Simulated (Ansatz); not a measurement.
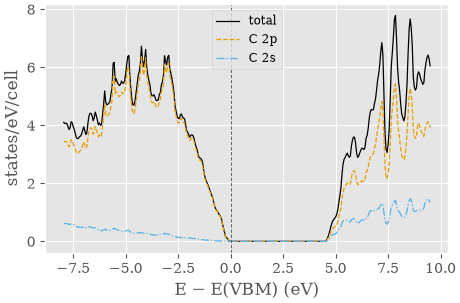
Figure: Total and projected density of states of C in space group Pnma (No. 62; C on 4c, C on 4c, C on 4c, C on 4c), DFT-r²SCAN in the program Ansatz with PAW potentials

**Question.** Which orbitals carry the states next to the gap?

**Answer.** Top 1 eV of the valence band: C 2p 98 %. Bottom 1 eV of the conduction band: C 2p 63 %, C 2s 28 %, outside the projected shells 9 %. Projections are on Löwdin-orthogonalised atomic valence shells; empty p or d shells of many metals are not among them.

**Question.** Where is the tallest occupied peak in this window, and what makes it?

**Answer.** Near -4.2 eV, about 6.7 states/eV per cell; the largest projected share is C 2p.

The start of the workflow was typed in or built on a structure type; neither database checked (COD, Materials Project) lists it. It is not the phase usual at ambient conditions (space group No. 194, 227). The r²SCAN relaxation kept the symmetry of its start; its stability against distortions is not shown here.

Potentials: the earlier of the program's two PAW sets.
